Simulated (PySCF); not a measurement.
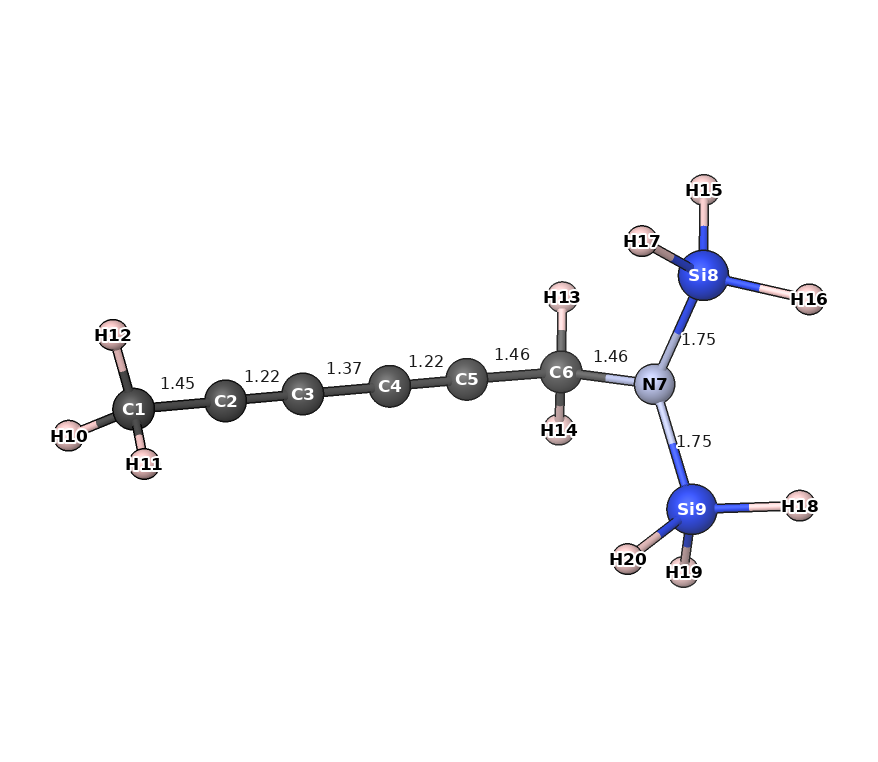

The numbers beside the sticks are distances in Å. Sticks don't show bond order. The geometry was computed by an optimisation with PBE0-D3(BJ)/def2-SVP. No frequency run is at hand to confirm it as a minimum.

Which of the marked bonds are single, double, triple or aromatic?

Answer. C1–C2 single; C2–C3 triple; C3–C4 single; C4–C5 triple; C5–C6 single; C6–N7 single; N7–Si8 single; N7–Si9 single.

Write the SMILES.

Answer. CC#CC#CCN([SiH3])[SiH3]
